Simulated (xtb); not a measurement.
**Geometry relaxation, with input and output: C$_{8}$H$_{18}$S$_{2}$ (part 5 of 5)**

Continued. System: C$_{8}$H$_{18}$S$_{2}$ (butyl disulfide), SMILES CCCCSSCCCC. Method: GFN2-xTB (xtb 6.7.1 later snapshot). The geometry comes from this level: GFN2-xTB.

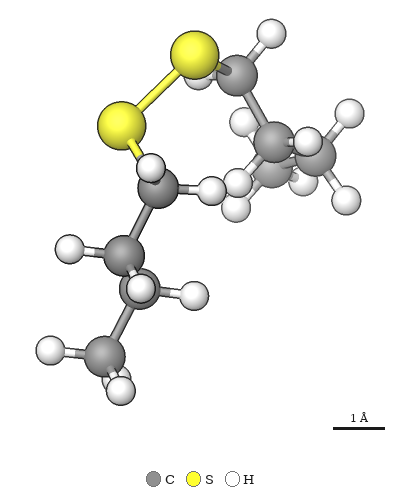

Fig. 1: The geometry at step 18 of the log (ball-and-stick view, seen at a tilt).

**Trajectory as extended XYZ, continued**
```
28
Properties=species:S:1:pos:R:3 step=10 energy=-893.28937
C    -2.4270    0.1103   -2.7794
C    -1.7646   -0.0939   -1.4234
C    -2.7811   -0.4887   -0.3546
C    -2.1465   -0.6893    1.0107
S    -1.5381    0.9186    1.6821
S    -0.1719    0.3382    3.0598
C     1.4217    0.5475    2.1731
C     1.5879   -0.4369    1.0296
C     2.9798   -0.3744    0.3983
C     3.2446    0.9368   -0.3322
H    -2.9199   -0.8032   -3.1055
H    -1.6886    0.3879   -3.5277
H    -3.1723    0.9003   -2.7229
H    -1.0046   -0.8756   -1.5052
H    -1.2701    0.8309   -1.1190
H    -3.5490    0.2845   -0.2811
H    -3.2712   -1.4219   -0.6451
H    -1.2939   -1.3647    0.9583
H    -2.8708   -1.0749    1.7279
H     2.1743    0.3901    2.9451
H     1.4598    1.5805    1.8329
H     1.4150   -1.4476    1.4096
H     0.8394   -0.2260    0.2620
H     3.7349   -0.5207    1.1739
H     3.0702   -1.1999   -0.3114
H     2.4728    1.1205   -1.0767
H     4.2060    0.8969   -0.8388
H     3.2631    1.7748    0.3598
28
Properties=species:S:1:pos:R:3 step=14 energy=-893.28940
C    -2.4234    0.1084   -2.7801
C    -1.7635   -0.0965   -1.4229
C    -2.7820   -0.4872   -0.3545
C    -2.1483   -0.6875    1.0114
S    -1.5354    0.9199    1.6803
S    -0.1720    0.3377    3.0602
C     1.4235    0.5447    2.1758
C     1.5883   -0.4375    1.0304
C     2.9787   -0.3728    0.3958
C     3.2409    0.9395   -0.3336
H    -2.9162   -0.8046   -3.1074
H    -1.6832    0.3858   -3.5267
H    -3.1682    0.8990   -2.7248
H    -1.0056   -0.8805   -1.5031
H    -1.2666    0.8272   -1.1188
H    -3.5477    0.2884   -0.2824
H    -3.2746   -1.4193   -0.6440
H    -1.2977   -1.3655    0.9602
H    -2.8739   -1.0697    1.7290
H     2.1743    0.3833    2.9487
H     1.4652    1.5783    1.8382
H     1.4170   -1.4490    1.4090
H     0.8380   -0.2260    0.2647
H     3.7360   -0.5199    1.1691
H     3.0678   -1.1973   -0.3154
H     2.4670    1.1239   -1.0759
H     4.2009    0.9008   -0.8429
H     3.2607    1.7765    0.3595
28
Properties=species:S:1:pos:R:3 step=18 energy=-893.28944
C    -2.4158    0.1024   -2.7813
C    -1.7581   -0.1004   -1.4228
C    -2.7802   -0.4803   -0.3538
C    -2.1493   -0.6831    1.0129
S    -1.5304    0.9215    1.6828
S    -0.1709    0.3322    3.0636
C     1.4258    0.5373    2.1814
C     1.5871   -0.4394    1.0307
C     2.9748   -0.3697    0.3908
C     3.2305    0.9454   -0.3359
H    -2.9145   -0.8090   -3.1044
H    -1.6735    0.3711   -3.5291
H    -3.1555    0.8980   -2.7304
H    -1.0051   -0.8894   -1.4989
H    -1.2558    0.8217   -1.1224
H    -3.5397    0.3015   -0.2840
H    -3.2801   -1.4090   -0.6418
H    -1.3017   -1.3649    0.9632
H    -2.8778   -1.0620    1.7295
H     2.1759    0.3691    2.9535
H     1.4715    1.5725    1.8490
H     1.4181   -1.4528    1.4050
H     0.8336   -0.2248    0.2690
H     3.7355   -0.5171    1.1607
H     3.0631   -1.1919   -0.3231
H     2.4528    1.1299   -1.0741
H     4.1883    0.9105   -0.8497
H     3.2515    1.7805    0.3594
28
Properties=species:S:1:pos:R:3 step=21 energy=-893.28945
C    -2.4130    0.1017   -2.7809
C    -1.7569   -0.1008   -1.4216
C    -2.7801   -0.4801   -0.3535
C    -2.1505   -0.6826    1.0139
S    -1.5305    0.9217    1.6835
S    -0.1708    0.3316    3.0639
C     1.4258    0.5363    2.1814
C     1.5863   -0.4392    1.0297
C     2.9736   -0.3693    0.3892
C     3.2292    0.9463   -0.3367
H    -2.9130   -0.8092   -3.1035
H    -1.6695    0.3683   -3.5282
H    -3.1513    0.8987   -2.7315
H    -1.0040   -0.8901   -1.4965
H    -1.2547    0.8212   -1.1209
H    -3.5395    0.3019   -0.2847
H    -3.2800   -1.4089   -0.6416
H    -1.3036   -1.3653    0.9653
H    -2.8799   -1.0604    1.7302
H     2.1759    0.3667    2.9533
H     1.4724    1.5719    1.8502
H     1.4172   -1.4530    1.4030
H     0.8324   -0.2235    0.2686
H     3.7347   -0.5173    1.1586
H     3.0614   -1.1909   -0.3254
H     2.4510    1.1318   -1.0740
H     4.1866    0.9115   -0.8513
H     3.2511    1.7809    0.3593
```

**Summary**

| quantity | value |
| --- | --- |
| outcome | converged |
| electrons treated | 62 |
| total energy | −32.827782 hartree |
| dispersion energy | −0.022099 hartree |
| basis functions | 70 |
| HOMO | −9.94 eV |
| LUMO | −6.47 eV |
| dipole moment | 2.90 D |
| hardware | 1 thread of Arm Neoverse V1, 24 GiB of memory available, shared host |
| peak memory | 0.073 GiB |
